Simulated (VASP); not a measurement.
## A VASP study of Si2W (LDA): structure first, properties next

What structure and properties does LDA give Si2W, and how near are they to the measured ones? The steps: relaxing cell and atoms (LDA), second relaxation, single point with fields (LDA), band structure (LDA), total and projected DOS (LDA), band structure (LDA + SOC) and optical spectrum (LDA). The start is a cell from a database of measured crystal structures.

Method: LDA; plane waves and PAW (Si, W), in the first sound run; inputs show where later runs differ, in VASP 6.6.1.

Experimental background.

For WSi2, tetragonal MoSi2-type (Czochralski-grown material), “Giant magnetoresistance, Fermi surface topology, Shoenberg effect and vanishing quantum oscillations in type-II Dirac semimetal candidates MoSi2 and WSi2” (2022, arxiv:2202.05362) gives, by powder X-ray diffraction: lattice constant a 3.21395 Å; lattice constant c 7.83128 Å.

This is a report of a sequence of runs, with most program output left out.

## (1) Starting point

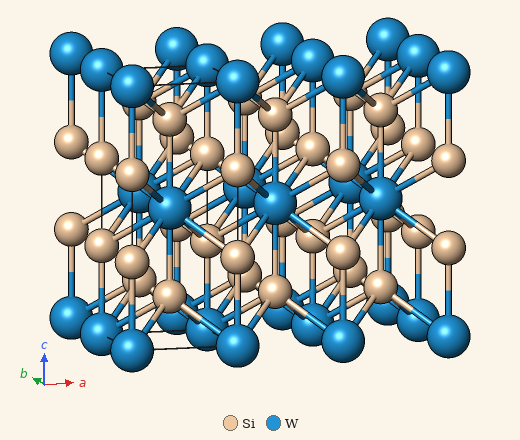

The starting structure, seen slightly off an axis (silicon light orange, tungsten blue). 3×2×1 cells are drawn. This picture shows the conventional cell, with its axes. Some periodic images of atoms are drawn too.

Structure file:

```xyz
3
Lattice="-1.6069 1.6069 3.9150 1.6069 -1.6069 3.9150 1.6069 1.6069 -3.9150" Properties=species:S:1:pos:R:3 pbc="T T T"
Si    0.0000    0.0000    2.6207
Si    0.0000    0.0000    5.2092
W     0.0000    0.0000    0.0000
```

## (2) Relaxing cell and atoms (LDA)

The start need not lie at this functional's minimum. ISIF = 3 frees volume, shape and positions, and EDIFFG sets the threshold on forces and stress at which the search stops. LDA, the lowest rung, knows the local density alone.

The input, INCAR:

```
SYSTEM = Si2W
PREC = Accurate
ENCUT = 400
EDIFF = 1E-06
NELM = 100
ISMEAR = 0
SIGMA = 0.05
LREAL = .FALSE.
ALGO = Normal
GGA = CA
NBANDS = 13
LASPH = .TRUE.
LORBIT = 11
LWAVE = .FALSE.
LCHARG = .FALSE.
KPAR = 2
IBRION = 2
NSW = 60
ISIF = 3
EDIFFG = -0.01
```

The input, POSCAR:

```
Si2W
1.0
   -1.6069000000      1.6069000000      3.9149500000
    1.6069000000     -1.6069000000      3.9149500000
    1.6069000000      1.6069000000     -3.9149500000
Si W
2 1
Direct
    0.3347000000      0.3347000000      0.0000000000
    0.6653000000      0.6653000000      0.0000000000
    0.0000000000      0.0000000000      0.0000000000
```

The input, KPOINTS:

```
Automatic mesh
0
Gamma
10 10 10
0 0 0
```

PAW data sets: Si and W (LDA family, release 64).

The run is started by

```
mpirun -np 2 vasp_std
```

Elapsed: 63 s, on 2 MPI ranks of AMD EPYC 7R43, shared host; peak memory 0.31 GiB.

The data set W keeps the semicore shell frozen, which is cheaper and a little less accurate. The run keeps the 16 symmetry operations of its start, so it cannot find a distortion of lower symmetry.

The steps of the relaxation:

| step | energy less that of the first step (eV) | largest force (eV/Å) | pressure (GPa) | volume (Å³) |
| --- | --- | --- | --- | --- |
| 1 | 0.0000 | 0.0963 | -5.64 | 40.44 |
| 2 | 0.0511 | 0.2211 | 12.71 | 37.72 |
| 3 | -0.0171 | 0.0007 | -0.10 | 39.51 |
| 4 | -0.0171 | 0.0028 | 0.01 | 39.49 |
| 5 | -0.0172 | 0.0030 | 0.03 | 39.48 |
| 6 | -0.0172 | 0.0026 | 0.03 | 39.48 |

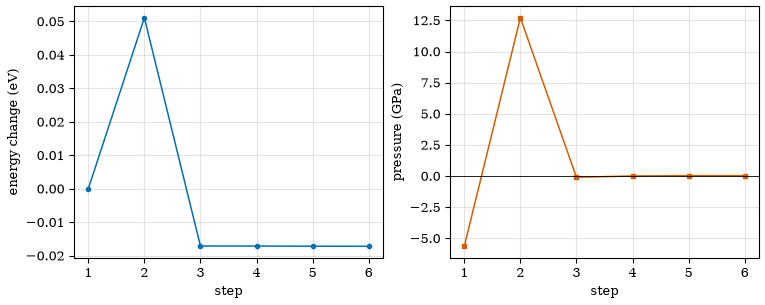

Energy and pressure along the relaxation.

```csv
"conventional cell, symmetrised",before,after,change
a (Å),3.214,3.187,-0.8 %
b (Å),3.214,3.187,-0.8 %
c (Å),7.830,7.773,-0.7 %
volume (Å³/atom),13.48,13.16,-2.4 %
```

The relaxed structure:

```cif
data_structure
_symmetry_space_group_name_H-M 'P 1'
_symmetry_Int_Tables_number 1
_cell_length_a 4.4926
_cell_length_b 4.4926
_cell_length_c 4.4926
_cell_angle_alpha 138.447
_cell_angle_beta 138.447
_cell_angle_gamma 60.219
_cell_volume 39.48
loop_
_atom_site_label
_atom_site_type_symbol
_atom_site_fract_x
_atom_site_fract_y
_atom_site_fract_z
_atom_site_occupancy
Si1 Si 0.33489 0.33489 0.00000 1
Si2 Si 0.66511 0.66511 0.00000 1
W3 W 0.00000 0.00000 0.00000 1
```

This step gave:

```yaml
electrons: 14
bands: 13
irreducible_k_points: 102
symmetry_operations: 16
free_energy_toten: -27.45 eV
energy_at_zero_smearing: -27.45 eV
fermi_energy: 10.81 eV
pressure: 0.02555 GPa
metallic: yes
scf_cycles_over_all_ionic_steps: 39
```

It ends with a largest force of 0.003 eV/Å and a pressure of 0.03 GPa. The volume lies -2.4 % from that of the database's start, which holds the thermal and zero-point expansion of its experiment.

## (3) Second relaxation

A relaxation keeps the plane waves of the cell it began with, so it is repeated from the new cell, on a basis made for it.

INCAR is that of step 2.

The input, POSCAR:

```
Si2W
1.0
   -1.5936247427      1.5936247427      3.8863588592
    1.5936247427     -1.5936247427      3.8863588592
    1.5936247427      1.5936247427     -3.8863588592
Si W
2 1
Direct
    0.3348864609      0.3348864609      0.0000000000
    0.6651135391      0.6651135391      0.0000000000
    0.0000000000      0.0000000000      0.0000000000
```

KPOINTS is that of step 2.

The run is started by

```
mpirun -np 2 vasp_std
```

Elapsed: 21 s, on 2 MPI ranks; peak memory 0.29 GiB; 39 s of CPU time.

Little changed from the start: no atom moved by 0.005 Å and no cell edge by 0.1 %.

Numbers from this step:

- pressure: 0.009057 GPa
- SCF cycles over all ionic steps: 12

It ends with a largest force of 0.003 eV/Å and a pressure of 0.01 GPa. The volume moved by under 0.01 %: the run met its threshold at the first step.

## (4) Single point with fields (LDA)

The relaxed cell gets a fresh self-consistent run, on a basis set for its own volume, to fix the density and to check the remaining stress.

INCAR: that of step 3 with these lines changed.

```diff
@@ -14,7 +14,5 @@
 LWAVE = .FALSE.
-LCHARG = .FALSE.
-KPAR = 2
-IBRION = 2
-NSW = 60
-ISIF = 3
-EDIFFG = -0.01
+LCHARG = .TRUE.
+ISIF = 2
+LELF = .TRUE.
+LVHAR = .TRUE.
```

POSCAR is that of step 3.

KPOINTS is that of step 3.

The run is started by

```
mpirun -np 2 vasp_std
```

Run time: 25 s. Hardware: 2 MPI ranks; peak memory 0.26 GiB; 47 s of CPU time.

Numbers from this step:

* SCF cycles: 12
* bands: 14
* pressure: 0.007934 GPa

Valence electrons inside each PAW sphere by angular momentum. Sphere charges, by row:

| atom | s (e) | p (e) | d (e) | tot (e) |
| --- | --- | --- | --- | --- |
| Si1 | 0.745 | 0.915 | 0 | 1.66 |
| Si2 | 0.745 | 0.915 | 0 | 1.66 |
| W3 | 0.571 | 0.692 | 4.566 | 5.829 |

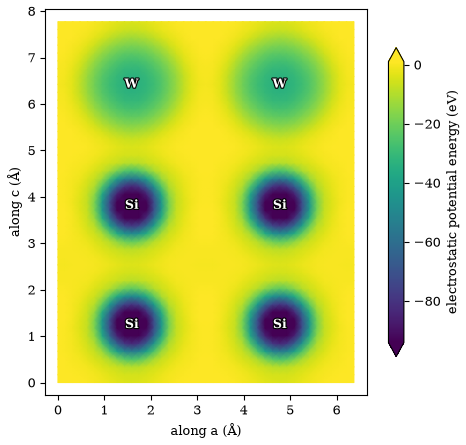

Electrostatic potential energy in the ac plane of the conventional cell at fractional y = 0.000, with atoms of Si and W within 0.2 Å of it. With pseudopotentials it is smooth inside the atoms' cores, unlike the true potential. The map starts off the cell's origin, so that atoms lie inside it.

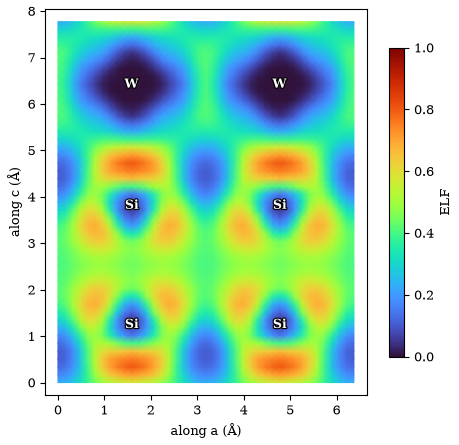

ELF in the ac plane of the conventional cell at fractional y = 0.000, with atoms of Si and W within 0.2 Å of it. It is the smooth field of the valence electrons, not physical close to the nuclei. The map starts off the cell's origin, so that atoms lie inside it.

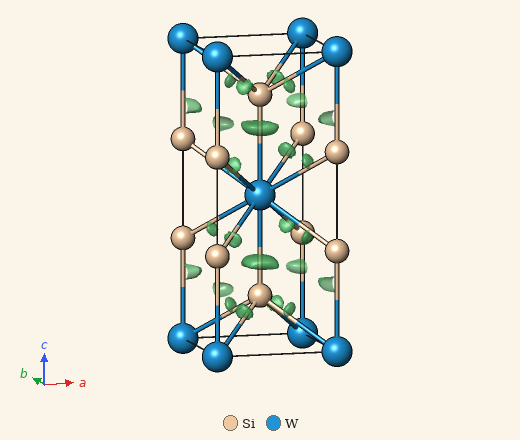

Surface of ELF = 0.72.

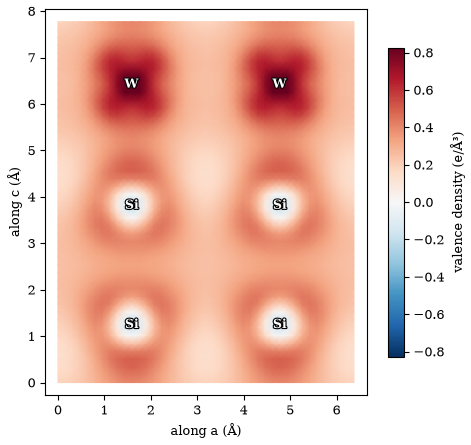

Valence density in the ac plane of the conventional cell at fractional y = 0.000, with atoms of Si and W within 0.2 Å of it. It is the smooth field of the valence electrons, not physical close to the nuclei. The map starts off the cell's origin, so that atoms lie inside it.

In this run the pressure is 0.01 GPa, small enough to go on.

## (5) Band structure (LDA)

Levels along the symmetry lines show where the bands peak and cross; KPOINTS_OPT computes them in the converged potential.

The input, INCAR:

```
SYSTEM = Si2W
PREC = Accurate
ENCUT = 400
EDIFF = 1E-06
NELM = 100
ISMEAR = 0
SIGMA = 0.05
LREAL = .FALSE.
ALGO = Normal
GGA = CA
NBANDS = 20
LASPH = .TRUE.
LORBIT = 11
LWAVE = .FALSE.
LCHARG = .FALSE.
KPAR = 2
```

POSCAR is that of step 4.

KPOINTS is that of step 4.

The input, KPOINTS_OPT:

```
Line mode
16
Line-mode
Reciprocal
  0.00000000   0.00000000   0.00000000 GAMMA
  0.00000000   0.00000000   0.50000000 X

  0.00000000   0.00000000   0.50000000 X
 -0.08407296   0.08407296   0.50000000 Y

 -0.08407296   0.08407296   0.50000000 Y
 -0.29203648   0.29203648   0.29203648 S

 -0.29203648   0.29203648   0.29203648 S
  0.00000000   0.00000000   0.00000000 GAMMA

  0.00000000   0.00000000   0.00000000 GAMMA
  0.50000000   0.50000000  -0.50000000 Z

  0.50000000   0.50000000  -0.50000000 Z
  0.29203648   0.70796352  -0.29203648 S1

  0.29203648   0.70796352  -0.29203648 S1
  0.00000000   0.50000000   0.00000000 N

  0.00000000   0.50000000   0.00000000 N
  0.25000000   0.25000000   0.25000000 P

  0.25000000   0.25000000   0.25000000 P
  0.50000000   0.50000000  -0.08407296 Y1

  0.50000000   0.50000000  -0.08407296 Y1
  0.50000000   0.50000000  -0.50000000 Z

  0.00000000   0.00000000   0.50000000 X
  0.25000000   0.25000000   0.25000000 P
```

The run is started by

```
mpirun -np 2 vasp_std
```

Elapsed: 58 s, on 2 MPI ranks; peak memory 0.38 GiB.

Spin-orbit coupling is off here; with elements this heavy it splits and shifts levels by tenths of an eV or more.

This step gave:

| Item | Value |
| --- | --- |
| bands | 20 |
| pressure | 0.009133 GPa |

Electronic bands along the path, in eV, zero at the Fermi level; # counts the bands kept:

```csv
point,#3,#4,#5,#6,#7,#8,#9,#10
Γ,-3.45,-2.87,-2.87,0.63,2.94,3.00,3.23,3.23
X,-5.44,-5.05,-3.33,-1.68,2.96,3.02,3.21,4.00
Y,-5.15,-4.06,-3.18,-2.28,2.09,2.17,3.12,5.30
S,-3.12,-2.74,-2.49,-0.33,1.83,2.60,3.65,4.53
Γ,-3.45,-2.87,-2.87,0.63,2.94,3.00,3.23,3.23
Z,-2.61,-0.76,-0.76,-0.51,-0.51,0.81,4.67,5.07
S1,-3.12,-2.74,-2.49,-0.33,1.83,2.60,3.65,4.53
N,-4.86,-2.85,-2.83,-0.45,2.76,2.90,4.07,4.58
P,-6.66,-2.99,-2.42,-2.42,0.17,3.02,3.76,4.22
Y1,-5.15,-4.06,-3.18,-2.28,2.09,2.17,3.12,5.30
Z,-2.61,-0.76,-0.76,-0.51,-0.51,0.81,4.67,5.07
jump to X,-5.44,-5.05,-3.33,-1.68,2.96,3.02,3.21,4.00
P,-6.66,-2.99,-2.42,-2.42,0.17,3.02,3.76,4.22
```

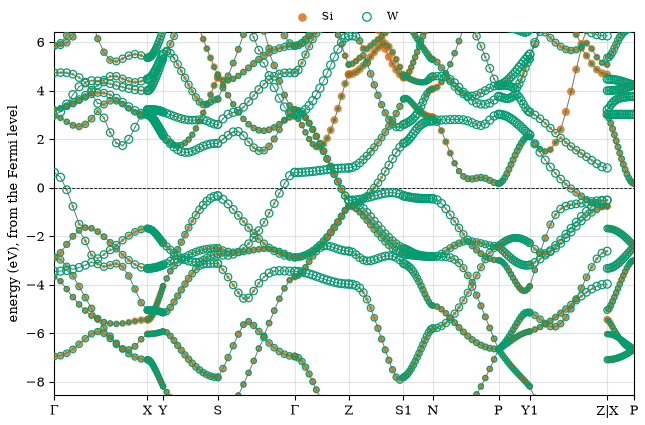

Electronic bands along the path; dots are coloured as in the legend, and their area grows with the weight.

There is no gap at this level.

## (6) Total and projected DOS (LDA)

A density of states needs more k-points than a total energy; ISMEAR = -5 takes tetrahedra, and LORBIT projects the states on the PAW spheres. The mesh is finer than in the run before.

INCAR: that of step 5 with these lines changed.

```diff
@@ -5,3 +5,3 @@
 NELM = 100
-ISMEAR = 0
+ISMEAR = -5
 SIGMA = 0.05
@@ -16 +16,2 @@
 KPAR = 2
+NEDOS = 2001
```

POSCAR is that of step 5.

The input, KPOINTS:

```
Automatic mesh
0
Gamma
14 14 14
0 0 0
```

The run is started by

```
mpirun -np 2 vasp_std
```

Elapsed: 76 s, on 2 MPI ranks; peak memory 0.45 GiB; 2.4 min of CPU time.

With tetrahedra the forces and stress of a metal are not exact derivatives of the energy.

This step gave:

* SCF cycles: 13
* irreducible k-points: 244
* Fermi energy: 10.82 eV
* pressure: -6.42e-5 GPa
* DOS at the Fermi level: 0.2133 states/eV/cell

The density of states has structure finer than the step of the table below, so its rows give means over 1 eV, whole bins alone (the curve runs from -12.0 to 5.79 eV). Peaks (eV: height): total -2.4: 4.64, 2.7: 2.92, 3.1: 2.20, 4.5: 3.00; W d -2.5: 2.13, 2.7: 1.44, 3.1: 1.02, 4.5: 0.996; Si p -6.5: 0.301, -2.4: 0.715, 2.7: 0.278, 4.5: 0.419; Si s -9.6: 0.377, -4.3: 0.115, 2.6: 0.253, 4.5: 0.195; W p -2.4: 0.394.

States under -12.0 eV and over 5.8 eV are left out. Density of states against energy, zero at the Fermi level; means over each step; values in states/eV/cell:

```csv
energy (eV),total,W d,Si p,Si s,W p,W s
-11,0.546,0.0279,0.0290,0.177,0.0298,0.0425
-10,0.830,0.100,0.0485,0.265,0.0420,0.0432
-9,0.831,0.113,0.0660,0.241,0.0467,0.0316
-8,0.634,0.125,0.0722,0.145,0.0208,0.0210
-7,0.765,0.157,0.145,0.0668,0.0240,0.0655
-6,1.12,0.236,0.251,0.0372,0.0540,0.0752
-5,0.882,0.232,0.144,0.0767,0.0385,0.0526
-4,1.41,0.524,0.195,0.0838,0.0605,0.0774
-3,2.95,1.37,0.423,0.0780,0.167,0.0427
-2,2.15,0.963,0.334,0.0347,0.164,0.00892
-1,0.842,0.550,0.0760,0.0104,0.0115,6.7e-4
0,0.360,0.229,0.0364,0.00818,0.00645,7.9e-4
1,0.818,0.365,0.110,0.0687,0.0179,0.00642
2,1.84,0.845,0.199,0.147,0.0484,0.0474
3,2.13,0.939,0.214,0.160,0.0553,0.116
4,1.81,0.638,0.216,0.103,0.0498,0.0999
5,1.77,0.513,0.285,0.0937,0.0769,0.0767
```

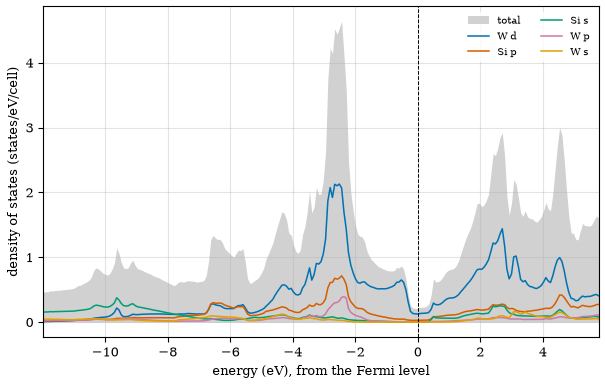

Density of states, plotted against energy.

The finer mesh and the other smearing move the Fermi level by +0.01 eV from the 10×10×10 run, a small shift, which tests the Fermi level alone. Of the states within 0.3 eV of the Fermi level, the largest shares in the PAW spheres are W d 60 % and Si p 13 %. The rest lies in smaller channels or between the spheres.

## (7) Band structure (LDA + SOC)

This step: LDA, spin-orbit coupling; plane waves and PAW (Si, W) (VASP 6.6.1).

The mesh alone shows little of the dispersion and can miss band extrema, so KPOINTS_OPT adds a path through the symmetry points after the self-consistent cycle. Spin-orbit coupling needs spinors and the noncollinear program, where each band holds one electron.

The input, INCAR:

```
SYSTEM = Si2W
PREC = Accurate
ENCUT = 400
EDIFF = 1E-06
NELM = 100
ISMEAR = 0
SIGMA = 0.05
LREAL = .FALSE.
ALGO = Normal
GGA = CA
LNONCOLLINEAR = .TRUE.
MAGMOM = 0 0 0 0 0 0 0 0 0
NBANDS = 26
GGA_COMPAT = .FALSE.
LASPH = .TRUE.
LSORBIT = .TRUE.
LMAXMIX = 4
LORBIT = 11
LWAVE = .FALSE.
LCHARG = .FALSE.
KPAR = 2
```

POSCAR is that of step 6.

The input, KPOINTS:

```
Automatic mesh
0
Gamma
8 8 8
0 0 0
```

KPOINTS_OPT is that of step 5.

The run is started by

```
mpirun -np 2 vasp_ncl
```

Elapsed: 2.5 min, on 2 MPI ranks; peak memory 0.56 GiB.

Numbers from this step:

| Quantity | Value |
| --- | --- |
| bands | 26 |
| irreducible k-points | 59 |
| free energy (TOTEN) | -27.62 eV |
| energy at zero smearing | -27.62 eV |
| Fermi energy | 10.78 eV |
| pressure | -0.09536 GPa |

On-site spin-orbit energy by atom:

```csv
atom,on-site spin-orbit energy (eV)
Si1,-0.001
Si2,-0.001
W3,-0.338
```

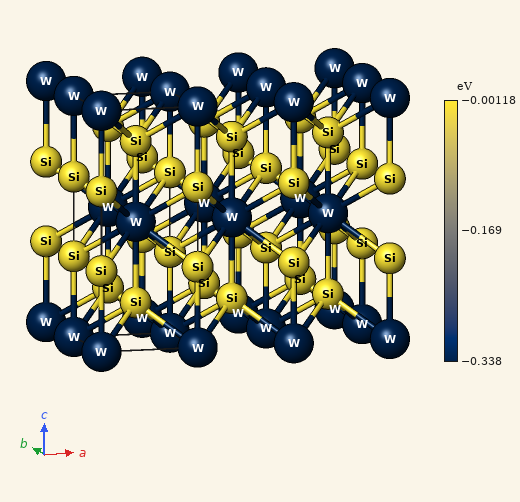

Atoms coloured by on-site spin-orbit energy. 3×2×1 conventional cells are drawn. Some periodic images of atoms are drawn too.

[end of part 1 of 2]

[Lines on the potential files, build, host, timing and source positions are cut from VASP's logs without a mark.]

[Logs are printed without paths, hosts, clocks, repeated set-up lines and the standing remarks that a program may print on its own settings, such as how far it seeks lower states.]

[Hosts, paths, dates, database ids (printed as entryN), source tags and the programs' standing remarks are cut or masked in the printed files.]

[A measured line is paired with the nearest computed mode of its activity, which favours agreement.]
